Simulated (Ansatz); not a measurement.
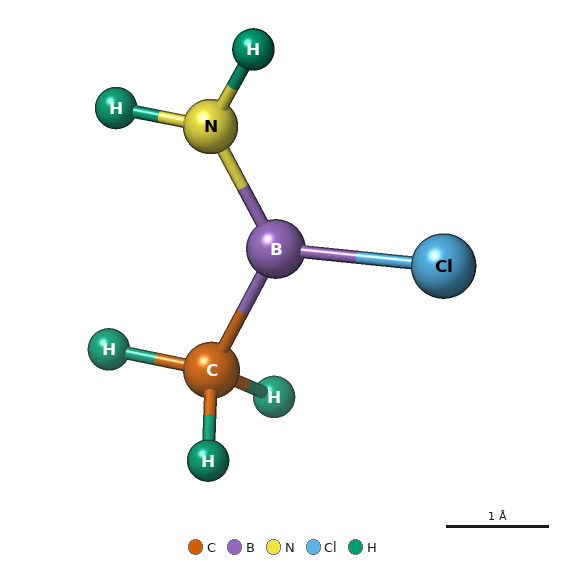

Starting geometry of the run.

Input file:

```yaml
crystal:
  periodic: [false, false, false]
  atoms:
    - {symbol: C, position_ang: [0.142490, 0.994888, -0.646228]}
    - {symbol: B, position_ang: [-0.222491, -0.435608, -0.132379]}
    - {symbol: N, position_ang: [0.119054, -0.919610, 1.123970]}
    - {symbol: Cl, position_ang: [-1.133550, -1.536476, -1.204240]}
    - {symbol: H, position_ang: [0.740451, 0.930341, -1.559903]}
    - {symbol: H, position_ang: [0.698520, 1.586397, 0.084992]}
    - {symbol: H, position_ang: [-0.763567, 1.545984, -0.914302]}
    - {symbol: H, position_ang: [-0.123401, -1.842927, 1.439550]}
    - {symbol: H, position_ang: [0.630995, -0.369491, 1.791439]}
basis:
  gaussian: {orbitals: "cc-pV(Q+d)Z.json"}
correlation: {method: ccsd_t}
```

Command:

```sh
ansatz run in.yaml --threads 2 --pin off --events-out ev --progress --plain --max-ram 32768MiB --backend cuda --devices 0, --max-vram 18GiB
```

What the program printed:

```
Functional definition: HF
  name "HF"
  cite "Fock, Z. Phys. 61, 126 (1930) doi:10.1007/BF01340294"
  parent pbe
  exchange = exact_x
  correlation = 0
2223 factors; integrals over basis functions are off by at most 9.1e-4 eV
mean field evaluation 1: about -15768.1678 eV, gradient 3.9e1 eV
mean field evaluation 2: about -15768.2616 eV, gradient 3.9e1 eV
mean field evaluation 4: about -15771.6679 eV, gradient 3.4e0 eV
mean field evaluation 8: about -15771.7125 eV, gradient 2.1e-1 eV
mean field evaluation 16: about -15770.9270 eV, gradient 1.8e1 eV
mean field -15771.71272042 eV, -579.5997520244 hartree, gradient 3.7e-6 eV, S^2 0.000000; 0 other end points of the search recorded, 0 dependent functions left out
8 core orbitals not correlated: weight in the atoms' cores, before any rotation towards them, 1.000 or more for the frozen orbitals, at most 0.000 for the correlated occupied ones
reference -15771.71272042 eV, -579.5997520244 hartree; 12, 12 occupied and 359, 359 virtual orbitals, 2223 factors
second order -19.95846641 eV of doubles, -0.00000000 eV of singles
cycle   1  -20.39873379 eV  change   -4.4e-1 eV  update   8.1e-2
cycle   2  -20.81385575 eV  change   -4.2e-1 eV  update   2.3e-2
cycle   3  -20.89078717 eV  change   -7.7e-2 eV  update   1.1e-2
cycle   4  -20.88205533 eV  change    8.7e-3 eV  update   3.0e-3
cycle   5  -20.88226941 eV  change   -2.1e-4 eV  update   1.4e-3
cycle   6  -20.88231753 eV  change   -4.8e-5 eV  update   3.8e-4
cycle   7  -20.88216487 eV  change    1.5e-4 eV  update   1.3e-4
cycle   8  -20.88218991 eV  change   -2.5e-5 eV  update   4.0e-5
cycle   9  -20.88220480 eV  change   -1.5e-5 eV  update   1.5e-5
perturbative correction -0.89389026 eV, -0.0328498610 hartree
Total energy: -15793.48881547 eV, -580.4000087573 hartree
```
